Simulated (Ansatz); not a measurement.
# CN (SMILES [C]#N): UCCSD(T)/6-31G

Aim: the vertical ionisation energy of CN at UCCSD(T)/6-31G, from 2 runs. 

The results are computed with Ansatz 0.2.0.

77 further runs of the same task are left out: 77 set aside as unsound or not needed.

## 1. Starting point

CN: 2 atoms, total charge 0, spin state doublet. SMILES: `[C]#N`. Geometry: relaxed at PBE0-D4/def2-TZVP.

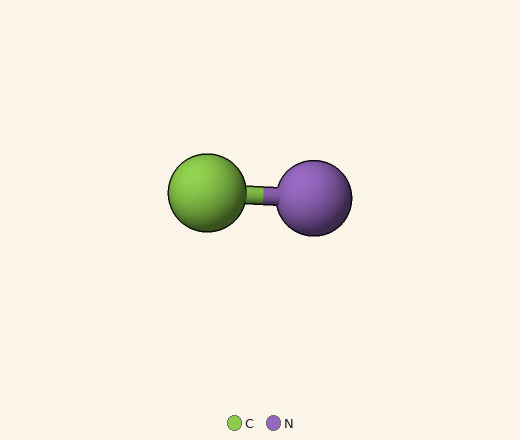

The structure, seen from a chosen angle (carbon green, nitrogen purple).

## 2. The energy at UCCSD(T)/6-31G

Contents of job.yaml:

```yaml
crystal:
  periodic: [false, false, false]
  atoms:
    - symbol: C
      position_ang: [0.495600, -0.160400, 0.255200]
    - symbol: "N"
      position_ang: [-0.495600, 0.160400, -0.255200]
basis:
  gaussian:
    orbitals: 6-31G
magnetization:
  spin_polarized: true
  initial_magnetization: 1
scf:
  omitted_lower_state_checks: [cluster_reference, increment]
correlation:
  method: ccsd_t
  frozen_orbitals: {C: 1, "N": 1}
accuracy: high
```

On the command line:

```bash
$ ansatz run job.yaml --threads 1 --pin off --max-ram 2610MiB --events-out events.jsonl --progress --plain --runs-dir runs
```

The program printed:

```text
Warning: RAYON_NUM_THREADS=1 ignored (pool sized by the plan → 1); use --threads N
Functional definition: HF
  name "HF"
  exchange = exact_x
  correlation = 0
these checks for a lower state are left out or cut short: cluster_reference, increment
414 factors; integrals over basis functions are off by at most 2.6e-9 eV
mean field evaluation 1: about -2505.5234 eV, gradient 1.7e1 eV
mean field evaluation 2: about -2505.5334 eV, gradient 1.7e1 eV
mean field evaluation 4: about -2506.9777 eV, gradient 2.3e0 eV
mean field evaluation 8: about -2507.0755 eV, gradient 1.6e0 eV
mean field evaluation 16: about -2507.8465 eV, gradient 2.5e-5 eV
mean field evaluation 32: about -2506.7189 eV, gradient 2.1e-6 eV
mean field evaluation 64: about -2507.8454 eV, gradient 2.5e-1 eV
mean field evaluation 96: about -2506.7189 eV, gradient 4.0e-4 eV
mean field -2507.84650969 eV, -92.1616593516 hartree, gradient 3.6e-8 eV, S^2 1.216674; 7 other end points of the search recorded, 0 dependent functions left out
2 core orbitals not correlated: weight in the atoms' cores, before any rotation towards them, 1.000 or more for the frozen orbitals, at most 0.000 for the correlated occupied ones
reference -2507.84650969 eV, -92.1616593516 hartree; 5, 4 occupied and 11, 12 virtual orbitals, 414 factors
second order -4.10135973 eV of doubles, -0.00000000 eV of singles
cycle   1  -4.15166151 eV  change   -5.0e-2 eV  update   1.1e-1
cycle   2  -4.63136929 eV  change   -4.8e-1 eV  update   6.6e-2
cycle   3  -5.07461261 eV  change   -4.4e-1 eV  update   4.9e-2
cycle   4  -5.14679759 eV  change   -7.2e-2 eV  update   2.1e-2
cycle   5  -5.17016839 eV  change   -2.3e-2 eV  update   1.2e-2
cycle   6  -5.20194346 eV  change   -3.2e-2 eV  update   7.7e-3
cycle   7  -5.20264660 eV  change   -7.0e-4 eV  update   3.1e-3
cycle   8  -5.20825802 eV  change   -5.6e-3 eV  update   1.6e-3
cycle   9  -5.20972962 eV  change   -1.5e-3 eV  update   9.7e-4
cycle  10  -5.20822129 eV  change    1.5e-3 eV  update   4.2e-4
cycle  11  -5.20815132 eV  change    7.0e-5 eV  update   1.2e-4
cycle  12  -5.20803673 eV  change    1.1e-4 eV  update   4.2e-5
cycle  13  -5.20802266 eV  change    1.4e-5 eV  update   1.0e-5
cycle  14  -5.20800823 eV  change    1.4e-5 eV  update   3.5e-6
cycle  15  -5.20799896 eV  change    9.3e-6 eV  update   1.5e-6
cycle  16  -5.20799524 eV  change    3.7e-6 eV  update   6.9e-7
cycle  17  -5.20799287 eV  change    2.4e-6 eV  update   3.1e-7
cycle  18  -5.20799228 eV  change    5.9e-7 eV  update   1.5e-7
cycle  19  -5.20799198 eV  change    3.0e-7 eV  update   6.8e-8
cycle  20  -5.20799212 eV  change   -1.4e-7 eV  update   3.2e-8
cycle  21  -5.20799101 eV  change    1.1e-6 eV  update   2.1e-7
cycle  22  -5.20799037 eV  change    6.4e-7 eV  update   1.1e-7
cycle  23  -5.20799014 eV  change    2.3e-7 eV  update   5.3e-8
cycle  24  -5.20799004 eV  change    1.0e-7 eV  update   2.2e-8
cycle  25  -5.20798999 eV  change    4.2e-8 eV  update   9.7e-9
cycle  26  -5.20798997 eV  change    1.9e-8 eV  update   3.8e-9
cycle  27  -5.20798998 eV  change   -7.1e-9 eV  update   1.3e-9
cycle  28  -5.20798998 eV  change  -9.4e-10 eV  update  5.3e-10
perturbative correction -0.16527761 eV, -0.0060738400 hartree
Total energy: -2513.21977728 eV, -92.3591232934 hartree
Checks for a lower state left out: cluster_reference, increment
```

It took 0.58 s on 1 thread of Intel Xeon Platinum 8375C at 2.90GHz (Ice Lake), shared host.

## 3. The singlet cation

Contents of molecule.yaml:

```yaml
crystal:
  periodic: [false, false, false]
  atoms:
    - {symbol: C, position_ang: [0.495600, -0.160400, 0.255200]}
    - {symbol: "N", position_ang: [-0.495600, 0.160400, -0.255200]}
basis:
  gaussian:
    orbitals: 6-31G
total_charge: 1
correlation:
  method: ccsd_t
  frozen_orbitals: {C: 1, "N": 1}
accuracy: high
scf:
  omitted_lower_state_checks: [cluster_reference, increment]
```

On the command line:

```bash
$ ansatz run molecule.yaml --threads 1 --pin off --max-ram 2610MiB --events-out events.jsonl --progress --plain --runs-dir runs
```

The program printed:

```text
Warning: RAYON_NUM_THREADS=1 ignored (pool sized by the plan → 1); use --threads N
Functional definition: HF
  name "HF"
  exchange = exact_x
  correlation = 0
these checks for a lower state are left out or cut short: cluster_reference, increment
414 factors; integrals over basis functions are off by at most 2.6e-9 eV
mean field evaluation 1: about -2484.6077 eV, gradient 5.5e1 eV
mean field evaluation 2: about -2484.6191 eV, gradient 5.5e1 eV
mean field evaluation 4: about -2491.4644 eV, gradient 2.1e0 eV
mean field evaluation 8: about -2491.5213 eV, gradient 8.8e-2 eV
mean field evaluation 16: about -2489.0719 eV, gradient 2.6e1 eV
mean field evaluation 32: about -2491.5210 eV, gradient 1.3e-5 eV
mean field evaluation 64: about -2491.5209 eV, gradient 4.7e-2 eV
mean field -2491.52096591 eV, -91.5617066837 hartree, gradient 1.1e-8 eV, S^2 0.000000; 8 other end points of the search recorded, 0 dependent functions left out; unrestricted orbitals would lower it
2 core orbitals not correlated: weight in the atoms' cores, before any rotation towards them, 1.000 or more for the frozen orbitals, at most 0.000 for the correlated occupied ones
reference -2491.52096591 eV, -91.5617066837 hartree; 4, 4 occupied and 12, 12 virtual orbitals, 414 factors
second order -8.13085519 eV of doubles, -0.00000000 eV of singles
cycle   1  -6.16247132 eV  change     2.0e0 eV  update   2.6e-1
cycle   2  -7.26649898 eV  change    -1.1e0 eV  update   1.5e-1
cycle   3  -7.80619377 eV  change   -5.4e-1 eV  update   8.2e-2
cycle   4  -8.00374250 eV  change   -2.0e-1 eV  update   3.9e-2
cycle   5  -8.10138223 eV  change   -9.8e-2 eV  update   1.9e-2
cycle   6  -8.12486107 eV  change   -2.3e-2 eV  update   7.1e-3
cycle   7  -8.12711869 eV  change   -2.3e-3 eV  update   4.3e-3
cycle   8  -8.13390480 eV  change   -6.8e-3 eV  update   1.3e-3
cycle   9  -8.13263228 eV  change    1.3e-3 eV  update   3.7e-4
cycle  10  -8.13300305 eV  change   -3.7e-4 eV  update   1.2e-4
cycle  11  -8.13304647 eV  change   -4.3e-5 eV  update   3.0e-5
cycle  12  -8.13312881 eV  change   -8.2e-5 eV  update   1.2e-5
cycle  13  -8.13313735 eV  change   -8.5e-6 eV  update   3.4e-6
cycle  14  -8.13314808 eV  change   -1.1e-5 eV  update   1.6e-6
cycle  15  -8.13315919 eV  change   -1.1e-5 eV  update   7.4e-7
cycle  16  -8.13315712 eV  change    2.1e-6 eV  update   2.3e-7
cycle  17  -8.13315733 eV  change   -2.0e-7 eV  update   9.7e-8
cycle  18  -8.13315687 eV  change    4.5e-7 eV  update   4.3e-7
cycle  19  -8.13315688 eV  change   -1.2e-8 eV  update   2.1e-7
cycle  20  -8.13315762 eV  change   -7.4e-7 eV  update   1.0e-7
cycle  21  -8.13315743 eV  change    1.9e-7 eV  update   3.4e-8
cycle  22  -8.13315742 eV  change    8.5e-9 eV  update   9.4e-9
cycle  23  -8.13315742 eV  change  -6.6e-10 eV  update   2.3e-9
cycle  24  -8.13315742 eV  change    3.1e-9 eV  update   1.0e-9
cycle  25  -8.13315742 eV  change   8.7e-10 eV  update  2.8e-10
cycle  26  -8.13315742 eV  change  -9.2e-11 eV  update  8.6e-11
perturbative correction -0.94402905 eV, -0.0346924278 hartree
Total energy: -2500.59815238 eV, -91.8952871338 hartree
Checks for a lower state left out: cluster_reference, increment
```

Run time: 0.3 s. Hardware: 1 thread of Intel Xeon Platinum 8375C at 2.90GHz (Ice Lake), shared host.

## 4. Outcome

At UCCSD(T)/6-31G, 2 core orbitals frozen:

```
                                                   quantity         value
                                   doublet CN: total energy  -92.35912 Eh
    doublet CN: correlation energy (2 core orbitals frozen)    -197.5 mEh
                                 doublet CN: (T) correction     -6.07 mEh
              doublet CN: ⟨S²⟩ of the reference determinant         1.217
                                  doublet CN: T1 diagnostic         0.093
                               singlet cation: total energy  -91.89529 Eh
singlet cation: correlation energy (2 core orbitals frozen)    -333.6 mEh
                             singlet cation: (T) correction    -34.69 mEh
                              singlet cation: T1 diagnostic         0.091
         vertical ionisation energy (to the singlet cation)     12.622 eV
```

The vertical ionisation energy comes to 12.62 eV (291 kcal/mol). Only the singlet of the ionised species was computed; a triplet could lie lower. ⟨S²⟩ (doublet CN) is 1.22 where a pure doublet has 0.75: the reference is spin-contaminated. The T1 diagnostic (doublet CN) of 0.093 is above the customary mark for such species, so a single reference may not serve. The triples (doublet CN) make up 3.1 % of the correlation energy. The T1 diagnostic (singlet cation) of 0.091 is above the customary mark for such species, so a single reference may not serve.
